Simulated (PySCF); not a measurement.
# C7H5F3 (SMILES C=C(F)C(=C)C#CC(F)F): what the fields show

Input file:

```
{"job": {"kind": "nmr", "xc": "PBE0", "basis": "pcSseg-1"}, "charge": 0, "multiplicity": 1}
C     -1.995080     1.243733    -0.129372
C     -1.953059    -0.080798    -0.175347
F     -3.100225    -0.775230    -0.347012
C     -0.761769    -0.923742    -0.060886
C     -0.809162    -2.260592    -0.101083
C      0.470456    -0.242299     0.104886
C      1.544463     0.285404     0.224602
C      2.798934     0.992032     0.413289
F      3.251159     0.866985     1.687359
F      2.645044     2.323540     0.189934
H     -1.097671     1.817122     0.003984
H     -2.927519     1.770669    -0.221934
H     -1.744725    -2.779756    -0.217895
H      0.083394    -2.854550    -0.014663
H      3.591346     0.625472    -0.262672
```

Run with:

```sh
OMP_NUM_THREADS=1 python probes_run.py task.json out
```

Geometry: GFN2-xTB.

These are results of PySCF, PBE0/pcSseg-1, SCF density, gas phase, non-relativistic, not measurements.

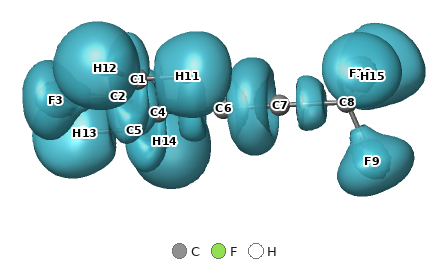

Figure 1. Isosurface of the ELF at 0.75 (cyan), seen from one side. Core shells and regions of very low density are left out.

**Identify the bonds, lone pairs and shells in this picture.**

At this value the surface marks out six regions between bonded C–C atoms (shared pairs), five regions around hydrogen nuclei and three regions on F in which the atom's valence shell and bonds are merged. Along the contacts the grid gives the following. C–C (1.20 Å): the ELF peaks at about 0.85 between the atoms; a multiple bond. C–F (1.35 Å): the ELF peaks at about 0.85 between the atoms; a polar covalent bond.

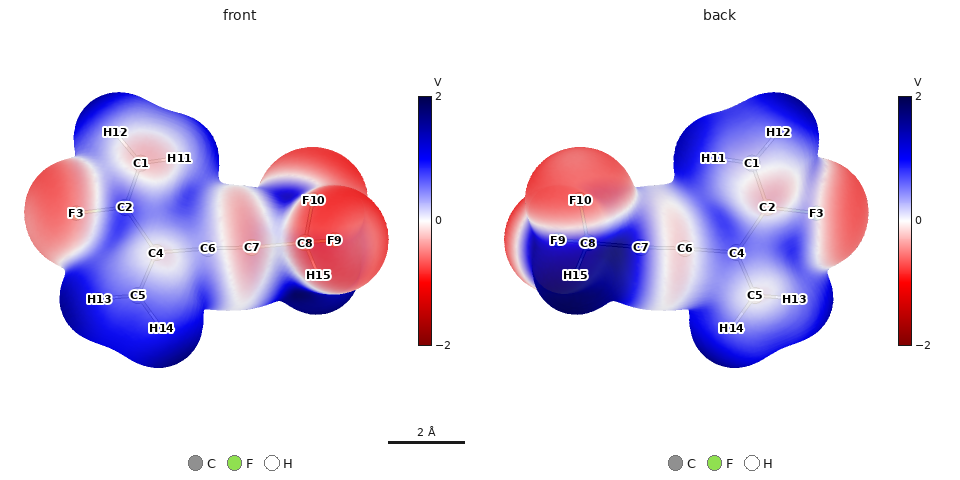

Figure 2. The molecular electrostatic potential painted on the density surface at 0.004 e/bohr³, seen from the front and from behind; the colour scale runs from red (negative) to blue (positive).

**Where is the surface potential most negative and most positive?**

The most negative region (about −0.8 V) lies over F9 and F10, the most positive (about +1.9 V) over C8 and H15.

**How polar is the molecule by this calculation?**

Its dipole moment is 1.83 D.

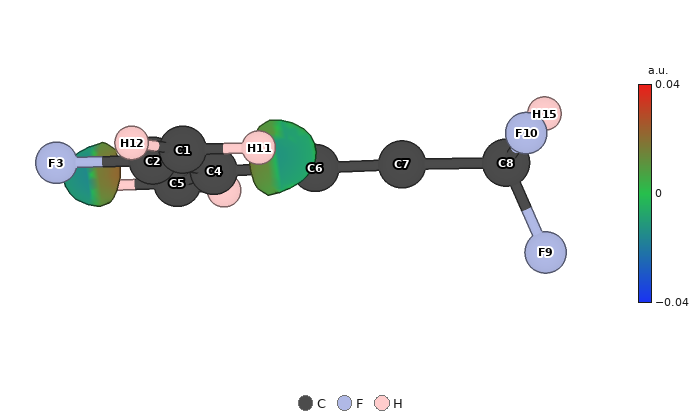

Figure 3. Non-covalent interaction (NCI) plot: the surface where the reduced density gradient is 0.6, for densities under 0.05 a.u., coloured by sign(λ₂)ρ; seen from one side.

**What holds or crowds the atoms apart from the covalent bonds?**

- Between C5 and H13 on one side and F3 and C2 on the other: a weak contact, attractive (blue-green) on one side and crowded (olive to red) on the other
- Between H11 and C1 on one side and C6 and C4 on the other: a weak contact, attractive (blue-green) on one side and crowded (olive to red) on the other
